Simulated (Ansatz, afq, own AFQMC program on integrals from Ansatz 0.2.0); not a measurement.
# GeH4 (singlet): quantum Monte Carlo beside coupled cluster at distance Ge1–H2 = 1.534 Å, cc-pVDZ

Aim: compute GeH4 (singlet) with auxiliary-field quantum Monte Carlo on the same integrals as coupled cluster, and set the energies side by side.

Program: Ansatz 0.2.0, Gaussian basis, and an in-house AFQMC program (afq) on its integrals; all values are calculated. Level of theory: cc-pVDZ, frozen cores. These are calculated values, not measurements.

To be run: PBE (unrestricted); r2SCAN (unrestricted); PBE0 (unrestricted); B3LYP (unrestricted); wB97M-V (unrestricted); B2PLYP (unrestricted); CCSD(T) on RHF; CCSDT(Q) on RHF; Phaseless AFQMC, CISD trial on RHF; Phaseless AFQMC, single-determinant trial on RHF; Free-projection AFQMC, CID trial on RHF; Phaseless AFQMC, CID trial on RHF; Free-projection AFQMC, first-order trial on RHF; UHF.

3 further runs of the same task are left out: 3 that didn't finish.

## (1) What is computed

The geometry derives from a PBE0/def2-TZVP stationary point (not a proven minimum). One bond is set to the value named and the two fragments are kept rigid. No spin-orbit coupling is included. The filled d shell of Ge may be among the frozen orbitals whatever the setting's name suggests; the logs give the count.

5 atoms, charge 0, spin multiplicity 1.

Atoms are counted from 1 here; the program's logs count them from 0.

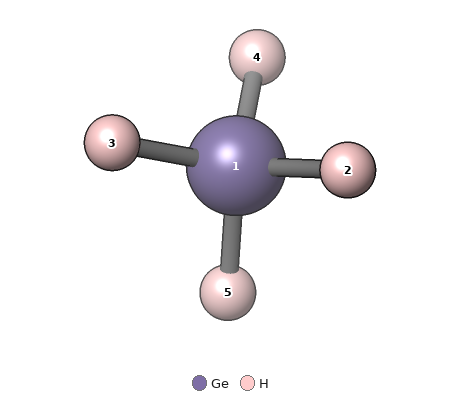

The structure; germanium purple, hydrogen pink; atoms are numbered from 1 in the order of the file.

## (2) PBE (unrestricted)

in.yaml reads:

```yaml
crystal:
  periodic: [false, false, false]
  atoms:
    - {symbol: Ge, position_ang: [0.000000, 0.000000, 0.000000]}
    - {symbol: H, position_ang: [0.884324, 0.887199, 0.886047]}
    - {symbol: H, position_ang: [-0.887886, -0.884021, 0.885661]}
    - {symbol: H, position_ang: [-0.883825, 0.884513, -0.889224]}
    - {symbol: H, position_ang: [0.887387, -0.887691, -0.882484]}
basis:
  gaussian: {orbitals: cc-pVDZ}
magnetization: {spin_polarized: true, initial_magnetization: 0}
hamiltonian: {xc: {name: PBE}}
output: {orbitals: {seedname: orbitals}}
```

Launch:

```
ansatz run in.yaml --threads 1 --pin off --events-out ev --progress --plain --max-ram 1382MiB
```

Output:

```text
Functional definition: PBE
  name "PBE"
  cite "Perdew, Burke & Ernzerhof, Phys. Rev. Lett. 77, 3865 (1996) doi:10.1103/PhysRevLett.77.3865"
  parent pbe
  parameter kappa = 0.804
  parameter beta = 0.06672455060314922
  exchange = pbe_x(kappa = kappa, mu = beta*pi^2/3)
  correlation = pbe_c(beta = beta)
607 factors; their error is unknown
mean field evaluation 1: about -56572.5133 eV, gradient 8.4e0 eV
mean field evaluation 2: about -56572.9935 eV, gradient 2.8e0 eV
mean field evaluation 4: about -56573.0482 eV, gradient 3.0e-2 eV
mean field evaluation 8: about -56573.0421 eV, gradient 2.4e-4 eV
mean field -56573.04207651 eV, -2079.0209497266 hartree, gradient 6.7e-6 eV, S^2 0.000000; 0 other end points of the search recorded, 0 dependent functions left out
reference -56573.04210548 eV, -2079.0209507912 hartree; 18, 18 occupied and 29, 29 virtual orbitals, 607 factors
Total energy: -56573.04210548 eV, -2079.0209507912 hartree
```

It took 0.81 s on 1 thread of Arm Neoverse V2, shared host.

From the report: ⟨S²⟩ of the determinant 0.000 (pure singlet: 0.00).

## (3) r2SCAN (unrestricted)

Edit in.yaml of step 2 so:

```diff
@@ -11,3 +11,2 @@
 magnetization: {spin_polarized: true, initial_magnetization: 0}
-hamiltonian: {xc: {name: PBE}}
-output: {orbitals: {seedname: orbitals}}
+hamiltonian: {xc: {name: r2SCAN}}
```

The command is unchanged.

Output:

```text
Functional definition: r2SCAN
  name "r2SCAN"
  cite "Furness, Kaplan, Ning, Perdew & Sun, J. Phys. Chem. Lett. 11, 8208 (2020) doi:10.1021/acs.jpclett.0c02405"
  cite "Furness, Kaplan, Ning, Perdew & Sun, J. Phys. Chem. Lett. 11, 9248 (2020) doi:10.1021/acs.jpclett.0c03077"
  parent r2scan
  parameter k0 = 0.174
  parameter k1 = 0.065
  parameter a1 = 4.9479
  exchange = r2scan_x(k0 = k0, k1 = k1, a1 = a1)
  correlation = r2scan_c
607 factors; their error is unknown
mean field evaluation 1: about -56581.3562 eV, gradient 6.2e0 eV
mean field evaluation 2: about -56581.6143 eV, gradient 1.5e0 eV
mean field evaluation 4: about -56581.6269 eV, gradient 9.6e-2 eV
mean field evaluation 8: about -56581.6205 eV, gradient 2.4e-4 eV
mean field -56581.62046129 eV, -2079.3361995525 hartree, gradient 1.3e-5 eV, S^2 0.000000; 0 other end points of the search recorded, 0 dependent functions left out
reference -56581.62047079 eV, -2079.3361999019 hartree; 18, 18 occupied and 29, 29 virtual orbitals, 607 factors
Total energy: -56581.62047079 eV, -2079.3361999019 hartree
```

Run time: 1.9 s. Hardware: 1 thread of Arm Neoverse V2, shared host.

From the report: ⟨S²⟩ of the determinant 0.000 (pure singlet: 0.00).

## (4) PBE0 (unrestricted)

Edit in.yaml of step 3 so:

```diff
@@ -11,2 +11,3 @@
 magnetization: {spin_polarized: true, initial_magnetization: 0}
-hamiltonian: {xc: {name: r2SCAN}}
+hamiltonian: {xc: {name: PBE0}}
+output: {orbitals: {seedname: orbitals}}
```

Same command.

Output:

```text
Functional definition: PBE0
  name "PBE0"
  cite "Adamo & Barone, J. Chem. Phys. 110, 6158 (1999) doi:10.1063/1.478522"
  cite "Perdew, Burke & Ernzerhof, Phys. Rev. Lett. 77, 3865 (1996) doi:10.1103/PhysRevLett.77.3865"
  parent pbe
  parameter a = 0.25
  parameter kappa = 0.804
  parameter beta = 0.06672455060314922
  exchange = (1 - a)*pbe_x(kappa = kappa, mu = beta*pi^2/3) + a*exact_x
  correlation = pbe_c(beta = beta)
497 factors; integrals over basis functions are off by at most 9.4e-4 eV
mean field evaluation 1: about -56574.6191 eV, gradient 4.5e0 eV
mean field evaluation 2: about -56574.7446 eV, gradient 7.3e-1 eV
mean field evaluation 4: about -56574.7660 eV, gradient 7.8e-1 eV
mean field evaluation 8: about -56574.7697 eV, gradient 1.1e-3 eV
mean field -56574.76969253 eV, -2079.0844384443 hartree, gradient 7.2e-6 eV, S^2 0.000000; 0 other end points of the search recorded, 0 dependent functions left out
reference -56574.76971438 eV, -2079.0844392471 hartree; 18, 18 occupied and 29, 29 virtual orbitals, 497 factors
Total energy: -56574.76971438 eV, -2079.0844392471 hartree
```

It took 1.2 s on 1 thread of Arm Neoverse V2, shared host.

From the report: ⟨S²⟩ of the determinant 0.000 (pure singlet: 0.00).

## (5) B3LYP (unrestricted)

Edit in.yaml of step 4 so:

```diff
@@ -11,3 +11,2 @@
 magnetization: {spin_polarized: true, initial_magnetization: 0}
-hamiltonian: {xc: {name: PBE0}}
-output: {orbitals: {seedname: orbitals}}
+hamiltonian: {xc: {name: B3LYP}}
```

Same command.

Output (excerpt; [...] marks lines left out):

```text
Functional definition: B3LYP
  name "B3LYP"
  cite "Stephens, Devlin, Chabalowski & Frisch, J. Phys. Chem. 98, 11623 (1994) doi:10.1021/j100096a001"
  cite "Becke, Phys. Rev. A 38, 3098 (1988) doi:10.1103/PhysRevA.38.3098"
  cite "Lee, Yang & Parr, Phys. Rev. B 37, 785 (1988) doi:10.1103/PhysRevB.37.785"
  cite "Vosko, Wilk & Nusair, Can. J. Phys. 58, 1200 (1980) doi:10.1139/p80-159"
[...]
497 factors; integrals over basis functions are off by at most 9.4e-4 eV
[...]
mean field -56583.47763776 eV, -2079.4044495291 hartree, gradient 1.8e-5 eV, S^2 0.000000; 0 other end points of the search recorded, 0 dependent functions left out
reference -56583.47784108 eV, -2079.4044570008 hartree; 18, 18 occupied and 29, 29 virtual orbitals, 497 factors
Total energy: -56583.47784108 eV, -2079.4044570008 hartree
```

It took 1.1 s on 1 thread of Arm Neoverse V2, shared host.

From the report: ⟨S²⟩ of the determinant 0.000 (pure singlet: 0.00).

## (6) wB97M-V (unrestricted)

Edit in.yaml of step 5 so:

```diff
@@ -11,2 +11,3 @@
 magnetization: {spin_polarized: true, initial_magnetization: 0}
-hamiltonian: {xc: {name: B3LYP}}
+hamiltonian: {xc: {name: wB97M-V}}
+output: {orbitals: {seedname: orbitals}}
```

Launched as before.

Output (excerpt; [...] marks lines left out):

```text
Functional definition: wB97M-V
  name "wB97M-V"
  cite "Mardirossian & Head-Gordon, J. Chem. Phys. 144, 214110 (2016) doi:10.1063/1.4952647"
  cite "Becke, J. Chem. Phys. 107, 8554 (1997) doi:10.1063/1.475007"
  cite "Vydrov & Van Voorhis, J. Chem. Phys. 133, 244103 (2010) doi:10.1063/1.3521275"
  # Of w^i u^j: cxij and so on, Table III.
[...]
  gx(w, u) = 1 - cx + cx01*u + cx10*w
  gss(w, u) = css00 + css04*u^4 + css10*w + css20*w^2 + css43*w^4*u^3
  gos(w, u) = cos00 + cos10*w + (cos20 + cos21*u)*w^2 + (cos60 + cos61*u)*w^6
[...]
      + integral(e_c_pw_mod_opposite_spin*gos(b97_w_opposite, b97_u_opposite)) + vv10(b, c)
497 factors; integrals over basis functions are off by at most 9.4e-4 eV
162 factors; integrals over basis functions are off by at most 4.8e-6 eV
[...]
mean field -56578.30881009 eV, -2079.2144986156 hartree, gradient 6.3e-5 eV, S^2 0.000000; 0 other end points of the search recorded, 0 dependent functions left out
reference -56578.30884486 eV, -2079.2144998936 hartree; 18, 18 occupied and 29, 29 virtual orbitals, 497 factors
Total energy: -56578.30884486 eV, -2079.2144998936 hartree
```

Wall time 4.2 s (1 thread of Arm Neoverse V2, shared host).

From the report: ⟨S²⟩ of the determinant 0.000 (pure singlet: 0.00).

## (7) B2PLYP (unrestricted)

Edit in.yaml of step 6 so:

```diff
@@ -11,3 +11,3 @@
 magnetization: {spin_polarized: true, initial_magnetization: 0}
-hamiltonian: {xc: {name: wB97M-V}}
-output: {orbitals: {seedname: orbitals}}
+hamiltonian: {xc: {name: B2PLYP}}
+correlation: {electrons: outside_noble_gas}
```

The command is unchanged.

Output (excerpt; [...] marks lines left out):

```text
Functional definition: B2PLYP
  name "B2PLYP"
  cite "Grimme, J. Chem. Phys. 124, 034108 (2006) doi:10.1063/1.2148954"
  cite "Becke, Phys. Rev. A 38, 3098 (1988) doi:10.1103/PhysRevA.38.3098"
  cite "Lee, Yang & Parr, Phys. Rev. B 37, 785 (1988) doi:10.1103/PhysRevB.37.785"
[...]
497 factors; integrals over basis functions are off by at most 9.4e-4 eV
[...]
mean field -56569.33143506 eV, -2078.8845861683 hartree, gradient 1.2e-6 eV, S^2 0.000000; 0 other end points of the search recorded, 0 dependent functions left out
14 core orbitals not correlated: weight in the atoms' cores, before any rotation towards them, 0.999 or more for the frozen orbitals, at most 0.001 for the correlated occupied ones
reference -56569.33156540 eV, -2078.8845909583 hartree; 4, 4 occupied and 29, 29 virtual orbitals, 497 factors
second order -3.78824343 eV of doubles, -0.00000000 eV of singles
Total energy: -56570.35439112 eV, -2078.9221791104 hartree
```

It took 1.2 s on 1 thread of Arm Neoverse V2, shared host.

From the report: ⟨S²⟩ of the determinant 0.000 (pure singlet: 0.00).

## (8) CCSD(T) on RHF

Edit in.yaml of step 7 so:

```diff
@@ -10,4 +10,3 @@
   gaussian: {orbitals: cc-pVDZ}
-magnetization: {spin_polarized: true, initial_magnetization: 0}
-hamiltonian: {xc: {name: B2PLYP}}
-correlation: {electrons: outside_noble_gas}
+magnetization: {spin_polarized: false}
+correlation: {method: ccsd_t, electrons: outside_noble_gas, hamiltonian_folder: ham}
```

Launched as before.

Output (excerpt; [...] marks lines left out):

```text
Functional definition: HF
  name "HF"
  cite "Fock, Z. Phys. 61, 126 (1930) doi:10.1007/BF01340294"
  parent pbe
[...]
497 factors; integrals over basis functions are off by at most 9.4e-4 eV
[...]
mean field -56535.55648358 eV, -2077.6433795951 hartree, gradient 2.7e-6 eV, S^2 0.000000; 0 other end points of the search recorded, 0 dependent functions left out
14 core orbitals not correlated: weight in the atoms' cores, before any rotation towards them, 0.999 or more for the frozen orbitals, at most 0.000 for the correlated occupied ones
reference -56535.55648358 eV, -2077.6433795951 hartree; 4, 4 occupied and 29, 29 virtual orbitals, 497 factors
second order -3.06056586 eV of doubles, -0.00000000 eV of singles
cycle   1  -3.65798886 eV  change   -6.0e-1 eV  update   5.4e-2
[...]
cycle   8  -3.87363446 eV  change    4.4e-7 eV  update   2.1e-6
perturbative correction -0.06437715 eV, -0.0023658167 hartree
Total energy: -56539.49449519 eV, -2077.7880988525 hartree
```

Wall time 0.48 s (1 thread of Arm Neoverse V2, shared host).

From the report: correlation -3.9380 eV; T1 0.009; largest double amplitude 0.03.

This run also writes the integrals to the folder ham.

## (9) CCSDT(Q) on RHF

Edit in.yaml of step 8 so:

```diff
@@ -11,2 +11,2 @@
 magnetization: {spin_polarized: false}
-correlation: {method: ccsd_t, electrons: outside_noble_gas, hamiltonian_folder: ham}
+correlation: {method: ccsdt_q, electrons: outside_noble_gas}
```

The command is unchanged.

Output (excerpt; [...] marks lines left out):

```text
Functional definition: HF
  name "HF"
  cite "Fock, Z. Phys. 61, 126 (1930) doi:10.1007/BF01340294"
  parent pbe
[...]
936 factors; integrals over basis functions are off by at most 1.8e-7 eV
[...]
mean field -56535.55660620 eV, -2077.6433841012 hartree, gradient 2.3e-6 eV, S^2 0.000000; 0 other end points of the search recorded, 0 dependent functions left out
14 core orbitals not correlated: weight in the atoms' cores, before any rotation towards them, 0.999 or more for the frozen orbitals, at most 0.000 for the correlated occupied ones
reference -56535.55660620 eV, -2077.6433841012 hartree; 4, 4 occupied and 29, 29 virtual orbitals, 936 factors
second order -3.06060881 eV of doubles, -0.00000000 eV of singles
cycle   1  -3.65799221 eV  change   -6.0e-1 eV  update   5.8e-2
[...]
cycle  10  -3.95320048 eV  change    2.4e-7 eV  update   5.5e-7
perturbative correction -0.00156889 eV, -0.0000576558 hartree
Total energy: -56539.51137557 eV, -2077.7887191950 hartree
```

Wall time 1.7 s (1 thread of Arm Neoverse V2, shared host).

From the report: correlation -3.9548 eV; T1 0.009; largest double amplitude 0.04.

## (10) Phaseless AFQMC, CISD trial on RHF

It reads the integrals that the CCSD(T) run on this determinant wrote.

Launch:

```
afq ham --method phaseless --trial cisd --walkers 90 --populations 1 --least-time 40 --time-step 0.005 --steps-per-block 50 --equilibration-blocks 28 --max-blocks 300 --target-error 0.00034 --factor-cut 1e-05 --seed 2432 --release-times 0.24,0.51,0.99,1.62,2.4 --release-step 0.03 --release-every 4 --taylor-order 6
```

Output:

```text
orbitals 33  electrons 4 4  factors 266 of 497
reference energy -2077.64337960 Eh
CCSD correlation -0.14235328 Eh in 8 cycles, weight of the determinant in the CISD state 0.9220
energy of the start -2077.785733 Eh
 block  time / (1/Eh)  mean weight  energy / Eh
     1     0.250  1.0006  -2077.784453
     2     0.500  1.0002  -2077.784670
     3     0.750  1.0003  -2077.784937
     4     1.000  1.0020  -2077.785653
     5     1.250  1.0003  -2077.786408
     6     1.500  0.9993  -2077.787365
     7     1.750  0.9993  -2077.787457
     8     2.000  1.0003  -2077.787667
     9     2.250  0.9997  -2077.787919
    10     2.500  1.0007  -2077.787887
    13     3.250  0.9987  -2077.789201
    17     4.250  0.9987  -2077.790037
    21     5.250  1.0006  -2077.787849
    25     6.250  1.0005  -2077.787586
    29     7.250  1.0002  -2077.789167
    33     8.250  1.0014  -2077.790693
    37     9.250  1.0006  -2077.789161
    41    10.250  0.9989  -2077.787680
    45    11.250  1.0007  -2077.789246
    49    12.250  0.9991  -2077.788504
    53    13.250  0.9994  -2077.789359
    57    14.250  0.9989  -2077.788095
    61    15.250  1.0005  -2077.788641
    65    16.250  1.0005  -2077.788207
    69    17.250  0.9993  -2077.788097
    73    18.250  1.0020  -2077.789035
    77    19.250  0.9998  -2077.789435
    81    20.250  1.0019  -2077.788483
    85    21.250  1.0009  -2077.790423
    89    22.250  0.9995  -2077.789535
    93    23.250  1.0007  -2077.789535
    97    24.250  1.0013  -2077.788462
   101    25.250  0.9999  -2077.789215
   105    26.250  1.0000  -2077.787323
   109    27.250  0.9991  -2077.789332
   113    28.250  0.9988  -2077.789143
   117    29.250  0.9984  -2077.787548
   121    30.250  0.9992  -2077.788546
   125    31.250  1.0005  -2077.788246
   129    32.250  0.9985  -2077.787382
   133    33.250  0.9995  -2077.787446
   137    34.250  0.9997  -2077.790001
   141    35.250  0.9986  -2077.790133
   145    36.250  1.0003  -2077.787994
   149    37.250  0.9997  -2077.787921
   153    38.250  1.0016  -2077.789167
   157    39.250  0.9995  -2077.787874
   161    40.250  1.0009  -2077.788672
   165    41.250  1.0011  -2077.787798
   169    42.250  1.0012  -2077.786906
   173    43.250  0.9995  -2077.789353
   177    44.250  0.9991  -2077.789931
   181    45.250  1.0010  -2077.787720
   185    46.250  1.0006  -2077.789142
blocks merged  error / Eh  count
     1  0.000073  160
     2  0.000092  80
     4  0.000106  40
     8  0.000107  20
    16  0.000123  10
released: time / (1/Eh)  energy / Eh  error  mean overlap
  0.24  -2077.788727  0.000130  1.0069
  0.51  -2077.788759  0.000116  1.0059
  0.99  -2077.788666  0.000106  1.0220
  1.62  -2077.788698  0.000128  1.0358
  2.40  -2077.788703  0.000182  1.0458
energy -2077.788710 +/- 0.000107 Eh
```

Run time: 87 s. Hardware: 1 thread of Arm Neoverse V2, shared host.

Energy -56539.5111 ± 0.0029 eV. Caveats: constraint bias not in the error.

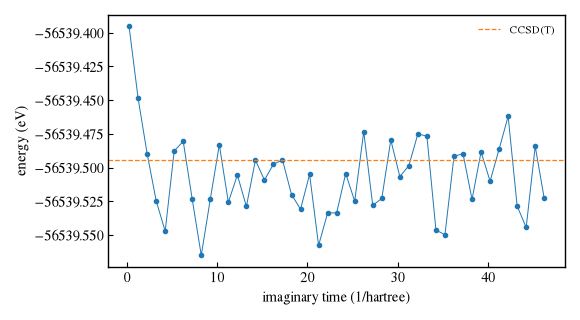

Block energies along the walk.

## (11) Phaseless AFQMC, single-determinant trial on RHF

It reads the integrals that the CCSD(T) run on this determinant wrote.

Launch:

```
afq ham --method phaseless --trial hf --walkers 180 --populations 1 --least-time 40 --time-step 0.005 --steps-per-block 20 --equilibration-blocks 112 --max-blocks 600 --target-error 0.00102 --factor-cut 1e-05 --seed 9987 --taylor-order 6
```

Output:

```text
orbitals 33  electrons 4 4  factors 266 of 497
reference energy -2077.64337960 Eh
CCSD correlation -0.14235328 Eh in 8 cycles, weight of the determinant in the CISD state 0.9220
energy of the start -2077.643380 Eh
 block  time / (1/Eh)  mean weight  energy / Eh
     1     0.100  1.0003  -2077.669726
     2     0.200  1.0001  -2077.690659
     3     0.300  1.0004  -2077.706814
     4     0.400  1.0007  -2077.719814
     5     0.500  1.0013  -2077.729730
     6     0.600  1.0005  -2077.739098
     7     0.700  1.0001  -2077.745690
     8     0.800  0.9999  -2077.750975
     9     0.900  1.0004  -2077.755328
    10     1.000  1.0009  -2077.759569
    13     1.300  1.0007  -2077.767926
    25     2.500  0.9987  -2077.783567
    37     3.700  1.0007  -2077.783730
    49     4.900  0.9999  -2077.782076
    61     6.100  1.0008  -2077.780850
    73     7.300  1.0005  -2077.793229
    85     8.500  1.0003  -2077.795897
    97     9.700  1.0001  -2077.789536
   109    10.900  1.0003  -2077.793759
   121    12.100  1.0006  -2077.790407
   133    13.300  1.0001  -2077.792369
   145    14.500  0.9983  -2077.782803
   157    15.700  1.0008  -2077.797699
   169    16.900  1.0004  -2077.785781
   181    18.100  1.0017  -2077.787844
   193    19.300  1.0008  -2077.781781
   205    20.500  0.9998  -2077.789380
   217    21.700  0.9994  -2077.793000
   229    22.900  0.9995  -2077.791798
   241    24.100  0.9990  -2077.782728
   253    25.300  1.0011  -2077.789988
   265    26.500  1.0007  -2077.783308
   277    27.700  1.0005  -2077.792892
   289    28.900  0.9995  -2077.789994
   301    30.100  1.0004  -2077.795990
   313    31.300  1.0003  -2077.792739
   325    32.500  0.9999  -2077.780907
   337    33.700  0.9996  -2077.782809
   349    34.900  1.0004  -2077.794713
   361    36.100  0.9998  -2077.788490
   373    37.300  1.0008  -2077.784927
   385    38.500  1.0007  -2077.796397
   397    39.700  1.0005  -2077.782338
   409    40.900  1.0005  -2077.782691
   421    42.100  0.9995  -2077.789498
   433    43.300  0.9998  -2077.791639
   445    44.500  1.0008  -2077.787636
   457    45.700  0.9992  -2077.784731
   469    46.900  0.9992  -2077.784607
   481    48.100  0.9999  -2077.786384
   493    49.300  0.9995  -2077.791583
   505    50.500  1.0009  -2077.789912
blocks merged  error / Eh  count
     1  0.000277  400
     2  0.000368  200
     4  0.000476  100
     8  0.000596  50
    16  0.000650  25
    32  0.000755  12
energy -2077.787862 +/- 0.000650 Eh
```

Wall time 90 s (1 thread of Arm Neoverse V2, shared host).

Energy -56539.4881 ± 0.0177 eV. Caveats: constraint bias not in the error.

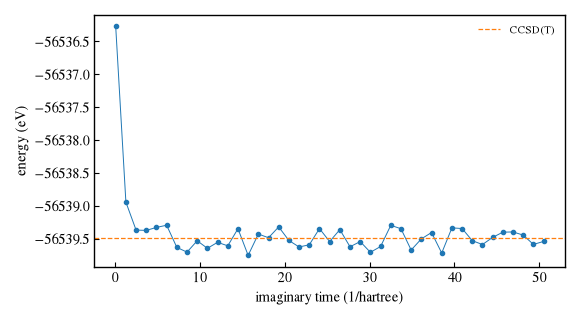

Block energies along the walk.

## (12) Free-projection AFQMC, CID trial on RHF (settings varied)

It reads the integrals that the CCSD(T) run on this determinant wrote.

Launch:

```
afq ham --method free --trial cid --walkers 200 --time-step 0.02 --max-blocks 120 --target-error 0.00068 --factor-cut 1e-06 --seed 8374 --times 0.0,0.5,1.0,2.0,3.0,4.0 --taylor-order 10
```

Output:

```text
orbitals 33  electrons 4 4  factors 312 of 497
reference energy -2077.64337960 Eh
CCSD correlation -0.14235337 Eh in 8 cycles, weight of the determinant in the CISD state 0.9220
repeat  energy at the last time / Eh  error
    10  -2077.788975  0.000188
    20  -2077.788694  0.000156
    30  -2077.788783  0.000149
time / (1/Eh)  energy / Eh  error  mean overlap
  0.00  -2077.785830  0.000067  1.0841
  0.50  -2077.787833  0.000075  1.0764
  1.00  -2077.788405  0.000071  1.0728
  2.00  -2077.788582  0.000078  1.0786
  3.00  -2077.788556  0.000099  1.0744
  4.00  -2077.788786  0.000144  1.0553
energy -2077.788786 +/- 0.000144 Eh
```

Run time: 90 s. Hardware: 1 thread of Arm Neoverse V2, shared host.

Energy -56539.5132 ± 0.0039 eV. Caveats: remainder of the start not in the error.

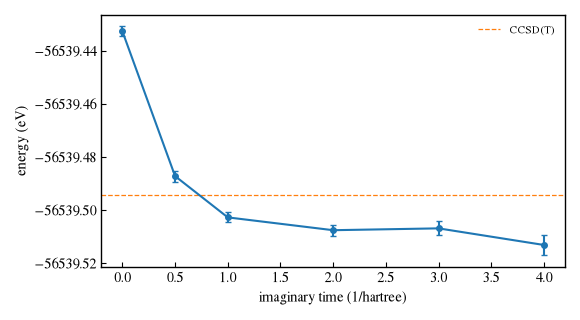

Energy against projection time, with error bars.

[end of part 1 of 2]
